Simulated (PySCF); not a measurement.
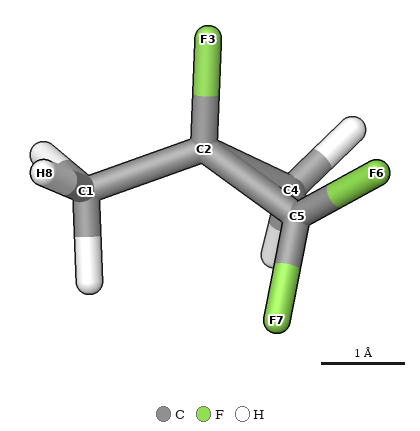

**Figure 1.** The structure as given in the input (stick view, seen at a tilt; atoms are numbered from 1 in the order of the input).

## Run report: C$_{4}$H$_{5}$F$_{3}$, geometry relaxation

System: C$_{4}$H$_{5}$F$_{3}$ (1,1,2-trifluoro-2-methylcyclopropane).
Method: PBE0-D3(BJ)/def2-SVP geometry optimisation, gas phase (PySCF 2.14.0).

Output
```
step   0  E = -454.11505049  max force = 0.030218
step   1  E = -454.11742478  max force = 0.015739
step   2  E = -454.11908280  max force = 0.006935
step   3  E = -454.11945688  max force = 0.004541
step   4  E = -454.11952611  max force = 0.002590
step   5  E = -454.11954534  max force = 0.000987
step   6  E = -454.11955492  max force = 0.000785
step   7  E = -454.11956071  max force = 0.000773
step   8  E = -454.11956600  max force = 0.000644
step   9  E = -454.11957297  max force = 0.001531
step  10  E = -454.11957294  max force = 0.003406
step  11  E = -454.11959076  max force = 0.002906
step  12  E = -454.11961441  max force = 0.000481
step  13  E = -454.11961863  max force = 0.000280
optimisation converged
```

Trajectory as extended XYZ (Å, eV, eV/Å), 9 of the 14 frames kept, from step=0 to step=13
```
12
Properties=species:S:1:pos:R:3:forces:R:3 step=0 energy=-12357.09994
C     1.4317   -0.0118   -0.5366   -1.5097   1.5539   0.7218
C     0.2235   -0.3229    0.3258    1.4555   0.2090   0.3224
F     0.5432   -1.1288    1.3706   -0.0713  -0.0788   0.1686
C    -1.1250   -0.5327   -0.2440   -1.4947  -0.4051   0.3292
C    -0.8647    0.6688    0.5743   -0.0174   0.9032   0.6232
F    -1.4241    0.8260    1.7939    0.3818  -0.4923  -0.6505
F    -0.7890    1.8850   -0.0064    0.0346  -0.4561  -0.0905
H     2.2229    0.4380    0.0662    0.1968  -0.0251   0.2157
H     1.1251    0.7453   -1.2769    0.1755  -0.1993  -0.0930
H     1.7759   -0.8919   -1.0137    0.5295  -1.2295  -0.7184
H    -1.3128   -0.4127   -1.2926    0.0467   0.1266  -0.8433
H    -1.7670   -1.2905    0.2302    0.2728   0.0934   0.0148
12
Properties=species:S:1:pos:R:3:forces:R:3 step=2 energy=-12357.20966
C     1.3348    0.3944   -0.5968   -0.0416  -0.0563  -0.0122
C     0.3115   -0.2948    0.2484   -0.0311  -0.1118  -0.0057
F     0.8545   -1.2146    1.0891    0.0266   0.0144  -0.0179
C    -1.0626   -0.6578   -0.3056   -0.0353   0.0478   0.0060
C    -0.9175    0.3636    0.7660    0.0739  -0.3566   0.1476
F    -1.3216    0.0200    1.9925   -0.0178   0.1165  -0.0481
F    -1.1555    1.6536    0.5402    0.0068   0.1662  -0.1356
H     2.0858    0.8921    0.0333   -0.0190   0.0146   0.0242
H     0.8662    1.1445   -1.2463   -0.0026   0.0315   0.0067
H     1.8457   -0.3500   -1.2286   -0.0215   0.0557   0.0182
H    -1.3035   -0.3535   -1.3274    0.0020   0.0746   0.0180
H    -1.4845   -1.6127    0.0212    0.0595   0.0034  -0.0013
12
Properties=species:S:1:pos:R:3:forces:R:3 step=3 energy=-12357.21984
C     1.3271    0.3911   -0.5900   -0.0271   0.0737   0.0018
C     0.3113   -0.3173    0.2460    0.0558  -0.0474  -0.0408
F     0.8598   -1.2392    1.0805   -0.0444   0.0271  -0.0262
C    -1.0679   -0.6662   -0.3025   -0.0033  -0.0029  -0.0188
C    -0.9064    0.3581    0.7598   -0.0371  -0.1009   0.2335
F    -1.3206    0.0602    1.9932   -0.0034   0.0155  -0.0442
F    -1.1196    1.6517    0.5015    0.0242   0.0349  -0.1027
H     2.0702    0.8828    0.0546    0.0002   0.0092   0.0022
H     0.8506    1.1560   -1.2175    0.0072   0.0054   0.0240
H     1.8471   -0.3231   -1.2430    0.0146  -0.0505  -0.0223
H    -1.3094   -0.3472   -1.3195   -0.0094   0.0111   0.0015
H    -1.4889   -1.6220    0.0232    0.0227   0.0248  -0.0080
12
Properties=species:S:1:pos:R:3:forces:R:3 step=5 energy=-12357.22225
C     1.3252    0.3955   -0.5861    0.0101  -0.0040   0.0082
C     0.3121   -0.3268    0.2427    0.0046   0.0508  -0.0272
F     0.8585   -1.2571    1.0664   -0.0072  -0.0153   0.0063
C    -1.0699   -0.6678   -0.3023    0.0184   0.0032  -0.0081
C    -0.9024    0.3511    0.7645   -0.0186  -0.0166   0.0369
F    -1.3230    0.0702    1.9973    0.0049   0.0056  -0.0119
F    -1.1037    1.6449    0.4834    0.0052  -0.0077  -0.0003
H     2.0704    0.8766    0.0645    0.0042  -0.0063  -0.0016
H     0.8464    1.1730   -1.1949   -0.0020  -0.0006  -0.0005
H     1.8420   -0.3102   -1.2534   -0.0028   0.0005   0.0006
H    -1.3181   -0.3374   -1.3141   -0.0149  -0.0047   0.0019
H    -1.4843   -1.6271    0.0180   -0.0018  -0.0049  -0.0044
12
Properties=species:S:1:pos:R:3:forces:R:3 step=6 energy=-12357.22251
C     1.3261    0.3982   -0.5850    0.0099  -0.0170   0.0059
C     0.3121   -0.3258    0.2407   -0.0154   0.0404  -0.0166
F     0.8569   -1.2615    1.0596    0.0051  -0.0164   0.0106
C    -1.0700   -0.6664   -0.3040    0.0099   0.0002   0.0058
C    -0.9031    0.3483    0.7674    0.0057  -0.0106  -0.0228
F    -1.3224    0.0653    1.9992   -0.0007   0.0007   0.0082
F    -1.1048    1.6423    0.4871   -0.0007  -0.0028   0.0124
H     2.0739    0.8737    0.0666    0.0015  -0.0040   0.0002
H     0.8486    1.1795   -1.1900   -0.0009   0.0009  -0.0025
H     1.8397   -0.3071   -1.2555   -0.0043   0.0113   0.0012
H    -1.3241   -0.3327   -1.3132   -0.0071   0.0007   0.0013
H    -1.4797   -1.6288    0.0131   -0.0029  -0.0035  -0.0040
12
Properties=species:S:1:pos:R:3:forces:R:3 step=8 energy=-12357.22281
C     1.3277    0.4054   -0.5825   -0.0029  -0.0017  -0.0040
C     0.3118   -0.3247    0.2346   -0.0062  -0.0243   0.0106
F     0.8557   -1.2728    1.0418    0.0053   0.0044  -0.0039
C    -1.0710   -0.6627   -0.3097   -0.0119  -0.0059   0.0097
C    -0.9035    0.3392    0.7734    0.0139   0.0155  -0.0331
F    -1.3176    0.0442    2.0037   -0.0016  -0.0095   0.0106
F    -1.1084    1.6357    0.5066   -0.0033   0.0002   0.0098
H     2.0796    0.8676    0.0738   -0.0021   0.0021   0.0023
H     0.8528    1.1963   -1.1770    0.0010   0.0040   0.0030
H     1.8361   -0.2935   -1.2633   -0.0004   0.0040  -0.0023
H    -1.3362   -0.3180   -1.3124    0.0093   0.0081  -0.0011
H    -1.4736   -1.6317   -0.0030   -0.0011   0.0030  -0.0016
12
Properties=species:S:1:pos:R:3:forces:R:3 step=10 energy=-12357.22300
C     1.3273    0.4378   -0.5702   -0.0381   0.0596  -0.0262
C     0.3117   -0.3323    0.2073    0.0506  -0.1751   0.0752
F     0.8589   -1.3301    0.9554   -0.0123   0.0588  -0.0516
C    -1.0769   -0.6450   -0.3366   -0.0489  -0.0021  -0.0194
C    -0.8978    0.2935    0.7987   -0.0071   0.0668   0.0408
F    -1.2918   -0.0665    2.0184    0.0070  -0.0202  -0.0166
F    -1.1101    1.6019    0.6071    0.0006   0.0021  -0.0189
H     2.0911    0.8448    0.1084   -0.0032   0.0083   0.0049
H     0.8559    1.2727   -1.1051    0.0034   0.0030   0.0176
H     1.8198   -0.2163   -1.3037    0.0113  -0.0254  -0.0076
H    -1.3670   -0.2412   -1.3099    0.0322   0.0098  -0.0064
H    -1.4677   -1.6344   -0.0838    0.0044   0.0147   0.0082
12
Properties=species:S:1:pos:R:3:forces:R:3 step=11 energy=-12357.22348
C     1.3261    0.4399   -0.5688   -0.0340   0.0544  -0.0223
C     0.3118   -0.3359    0.2051    0.0486  -0.1494   0.0644
F     0.8598   -1.3380    0.9460   -0.0125   0.0511  -0.0432
C    -1.0781   -0.6428   -0.3389   -0.0387   0.0037  -0.0209
C    -0.8956    0.2897    0.8009   -0.0113   0.0546   0.0449
F    -1.2893   -0.0758    2.0193    0.0065  -0.0164  -0.0199
F    -1.1057    1.5994    0.6155    0.0023   0.0003  -0.0148
H     2.0903    0.8421    0.1122   -0.0019   0.0058   0.0032
H     0.8536    1.2793   -1.0956    0.0030   0.0014   0.0141
H     1.8179   -0.2081   -1.3081    0.0101  -0.0237  -0.0066
H    -1.3659   -0.2325   -1.3102    0.0242   0.0057  -0.0065
H    -1.4716   -1.6324   -0.0913    0.0038   0.0125   0.0076
12
Properties=species:S:1:pos:R:3:forces:R:3 step=13 energy=-12357.22424
C     1.3220    0.4343   -0.5709   -0.0043   0.0050   0.0001
C     0.3132   -0.3423    0.2115    0.0025  -0.0016   0.0038
F     0.8635   -1.3343    0.9586   -0.0001  -0.0050  -0.0026
C    -1.0771   -0.6445   -0.3352    0.0036   0.0144  -0.0098
C    -0.8929    0.2968    0.7978   -0.0064  -0.0079   0.0144
F    -1.2943   -0.0614    2.0159    0.0018  -0.0018  -0.0092
F    -1.0960    1.6059    0.6027    0.0047   0.0046   0.0060
H     2.0837    0.8478    0.1065    0.0013  -0.0010  -0.0011
H     0.8437    1.2672   -1.1020   -0.0003  -0.0021  -0.0004
H     1.8183   -0.2177   -1.3047    0.0008  -0.0013  -0.0006
H    -1.3473   -0.2402   -1.3140   -0.0046  -0.0045  -0.0020
H    -1.4835   -1.6266   -0.0801    0.0010   0.0011   0.0014
```

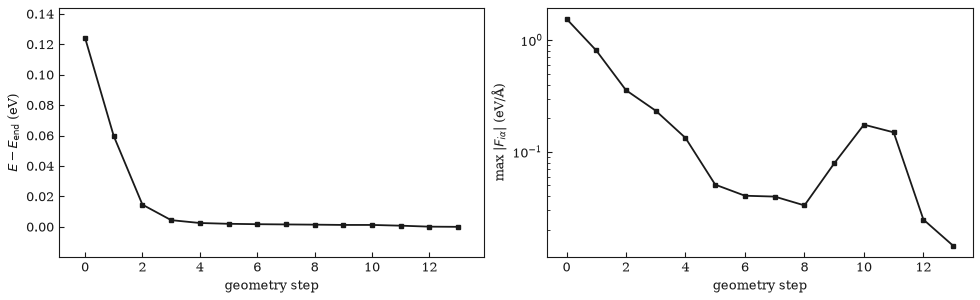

**Figure 2.** Progress of the relaxation, step by step (steps are counted from 0).

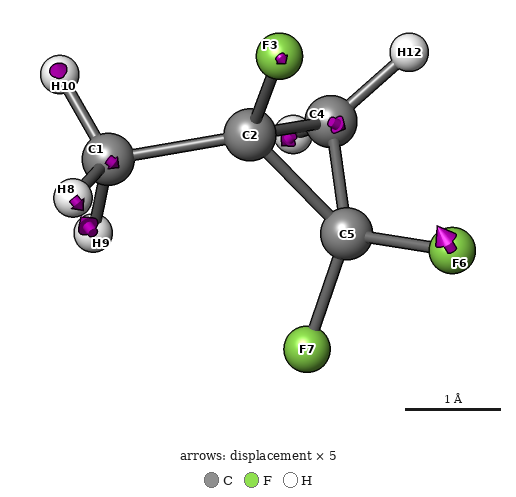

**Figure 3.** The starting structure with the displacements as pink arrows, magnified 5 times (ball-and-stick view, seen at a tilt). The two geometries are laid on each other by the best rigid fit. The largest move after the best rigid fit is that of F6, 0.069 Å. By element the largest moves are F 0.069 Å, H 0.059 Å, C 0.044 Å. Distances before and after: C2–C4 1.479 → 1.524 Å, C1–H10 1.059 → 1.100 Å, C1–C2 1.517 → 1.494 Å, C4–H11 1.072 → 1.093 Å. Among the angles that change: H11–C4–H12 113.3° → 116.7°, C2–C1–H9 107.5° → 110.7°, C2–C4–H11 121.4° → 118.3°. Over 13 geometry steps the energy falls by 0.124 eV. The largest force component goes from 1.6 to 0.014 eV/Å. (Atoms are counted from 1 in the order of the input.)

This output came from the following input.

The input
```
{"job": {"xc": "PBE0", "basis": "def2-SVP", "d3": "d3bj", "grid": 1, "shake": 0.01, "kind": "geom"}, "charge": 0, "multiplicity": 1}
C      1.431740    -0.011810    -0.536590
C      0.223460    -0.322880     0.325760
F      0.543190    -1.128830     1.370650
C     -1.124980    -0.532680    -0.243950
C     -0.864720     0.668760     0.574310
F     -1.424110     0.825980     1.793930
F     -0.789040     1.885050    -0.006430
H      2.222940     0.437970     0.066230
H      1.125090     0.745330    -1.276920
H      1.775920    -0.891910    -1.013660
H     -1.312820    -0.412720    -1.292600
H     -1.766960    -1.290530     0.230240
```

The first line tells a small driver script what to run in PySCF; the rest is the geometry in Å.

Command:
```bash
OMP_NUM_THREADS=1 python <driver script> task.json out
```

Summary

```csv
quantity,value
outcome,converged
total energy,−454.119619 hartree
dipole moment,2.25 D
point group,C1
hardware,"1 CPU thread, shared host"
wall time,52 s
peak memory,0.53 GiB
```
